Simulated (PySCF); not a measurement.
## Electronic structure of Al$_{3}$H$_{12}$N$_{3}$ ((H2Al-mu-NH2)3) in real space

| atom | x (Å) | y (Å) | z (Å) |
| --- | --- | --- | --- |
| Al | 1.6846 | -0.6728 | -0.3722 |
| H | 2.3224 | 0.7046 | 0.1384 |
| H | 2.6005 | -1.8908 | -0.8510 |
| N | 0.4524 | -0.1611 | -1.8076 |
| Al | -1.2758 | 0.5627 | -1.2300 |
| H | -2.1704 | -0.7231 | -0.8971 |
| H | -1.7640 | 1.6775 | -2.2652 |
| N | -0.7929 | 1.4061 | 0.4676 |
| Al | -0.4991 | 0.1551 | 1.9524 |
| H | -1.9376 | -0.3397 | 2.4385 |
| H | 0.5537 | 0.7673 | 2.9857 |
| N | 0.4217 | -1.2867 | 0.9892 |
| H | 0.2688 | -0.9658 | -2.4128 |
| H | 0.9322 | 0.5115 | -2.4111 |
| H | -1.5473 | 2.0452 | 0.7331 |
| H | 0.0311 | 2.0049 | 0.3587 |
| H | 0.9336 | -1.8510 | 1.6730 |
| H | -0.2702 | -1.9269 | 0.5881 |

Geometry: PBE0-D3(BJ)/def2-SVP.

Theory: PBE0/pcSseg-1 Al:pcSseg-2, SCF density, gas phase, non-relativistic (PySCF 2.14.0).

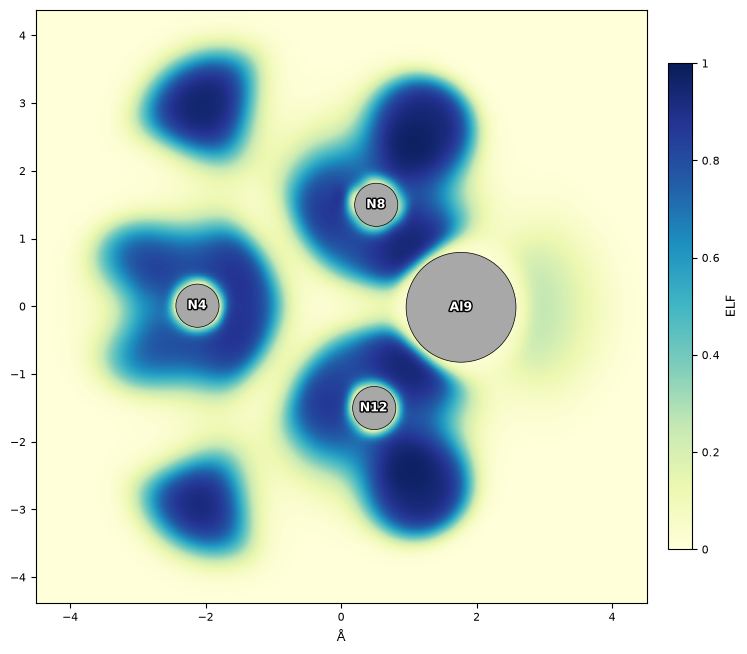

Figure 1. ELF on the plane of atoms N8, Al9 and N12. Grey discs cover the atomic cores.

Question: Interpret the plot.

Answer:
- The section cuts through N and Al sites.
- Al–N (1.96 Å): the ELF peaks at about 0.95 between the atoms: a shared but strongly polarised pair.

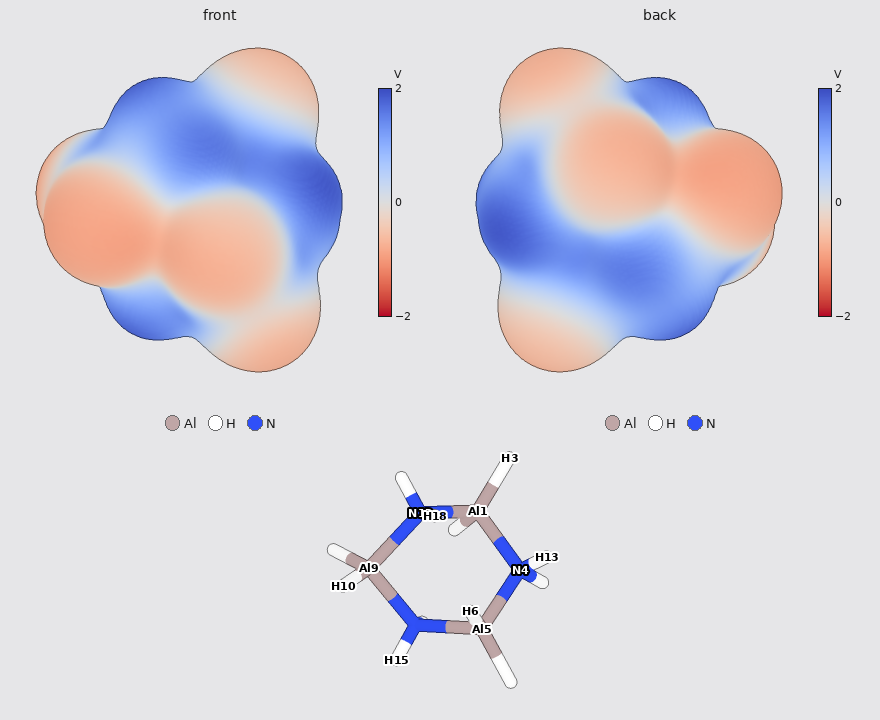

Figure 2. The molecular electrostatic potential painted on the density surface at 0.001 e/bohr³, seen from the front and from behind; red is negative and blue positive. The bare structure is drawn below in the same view.

Question: Which sites attract a positive test charge, and which a negative one?

Answer: A positive charge is drawn to the negative regions and a negative charge to the positive ones. The most negative region (about −0.9 V) lies over H10 and H11, the most positive (about +1.8 V) over H13 and H14.

Question: How polar is the molecule by this calculation?

Answer: Its dipole moment is 1.86 D.
